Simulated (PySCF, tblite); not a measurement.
# C7H13OPSi: geometry, infrared bands and NMR shifts

Wanted: the infrared bands and NMR shifts of C7H13OPSi (`C=CCC(=C)[Si@@]1(P)CCO1`), by calculation.

The runs use tblite 0.8.0 and PySCF 2.14.0, with density-fitted response routines of our own; the level of theory stands in each step. All values are computed, except where a source is named. Atoms are numbered from 0 throughout.

## 1. The molecule as given

23 atoms, charge 0, multiplicity 1; geometry from: force field or distance geometry start.

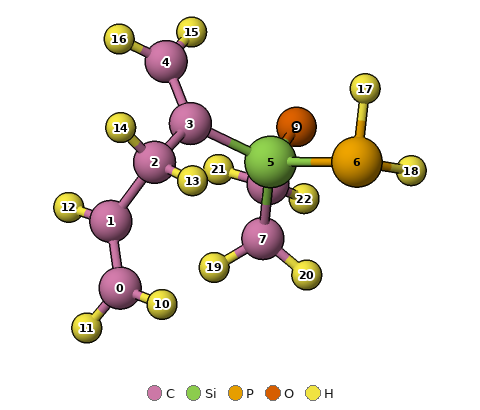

The starting geometry (carbon pink, silicon green, phosphorus amber, oxygen orange, hydrogen yellow), atoms numbered.

## 2. Optimising the geometry with GFN2-xTB

Job settings and geometry (Å):

```
{"job": {"kind": "relax", "xc": "GFN2-xTB", "basis": "xTB"}, "charge": 0, "multiplicity": 1}
C      2.732200     1.470900    -0.176200
C      2.332700     0.247600    -0.547100
C      1.780400    -0.784100     0.411000
C      0.369000    -1.195300     0.011000
C      0.147500    -2.370400    -0.611700
Si    -1.009100    -0.082600     0.514000
P     -1.322300    -0.000200     2.668000
C     -1.232500     1.495000    -0.405100
C     -2.291400     0.673300    -1.194400
O     -2.452900    -0.411500    -0.235200
H      2.642600     1.818500     0.849100
H      3.131200     2.160000    -0.904900
H      2.443500    -0.059300    -1.566700
H      1.801500    -0.422600     1.442000
H      2.438700    -1.641600     0.393000
H     -0.853000    -2.702100    -0.880200
H      0.967900    -3.026500    -0.889400
H     -1.723500    -1.354000     2.844800
H     -2.642700     0.507700     2.647700
H     -0.402300     1.856600    -1.010200
H     -1.661100     2.328200     0.168100
H     -1.962200     0.307200    -2.174100
H     -3.238700     1.212300    -1.343400
```

The run is started by

```bash
$ OMP_NUM_THREADS=1 python probes_run.py task.json out
```

The driver reads the jobs from task.json and runs them one after another.

**Question.** This job is followed by: GFN2-xTB harmonic vibrations, gas phase; GIAO PBE0/pcSseg-1 NMR shielding, non-relativistic, gas phase. Predict these results of the whole session: strongest single infrared mode (GFN2-xTB); zero-point energy (GFN2-xTB); 13C shifts against TMS (PBE0/pcSseg-1); 1H shifts against TMS (PBE0/pcSseg-1, means over atoms taken as alike); 29Si shifts against TMS (PBE0/pcSseg-1); 31P shifts against H3PO4 (PBE0/pcSseg-1); 17O shifts against H2O (PBE0/pcSseg-1).

The runs gave:

| quantity | value |
| --- | --- |
| strongest single infrared mode (GFN2-xTB) | 862 cm⁻¹, 169 km/mol |
| zero-point energy (GFN2-xTB) | 112.2 kcal/mol |
| 13C shifts against TMS (PBE0/pcSseg-1) | 157.9, 145.7, 132.6, 125.5, 69.5, 47.0, 28.5 ppm |
| 1H shifts against TMS (PBE0/pcSseg-1, means over atoms taken as alike) | 6.12, 6.01, 5.87, 5.76, 5.25, 4.75, 4.66, 2.95, 2.87, 2.11, 2.05, 1.61 ppm |
| 29Si shifts against TMS (PBE0/pcSseg-1) | 48.0 ppm |
| 31P shifts against H3PO4 (PBE0/pcSseg-1) | -266.9 ppm |
| 17O shifts against H2O (PBE0/pcSseg-1) | 87.0 ppm |

In words: Over 176 steps the energy fell by 0.482 eV; of the close pairs, Si5–P6 changed most, 2.178 to 2.255 Å. All 63 modes are real, so the xTB geometry is a minimum. The strongest single mode, at 862 cm⁻¹, is carried by O9, Si5, C7. GFN2-xTB is a fitted tight-binding method: band positions and strengths are rough. Its intensities can rank the bands wrongly.
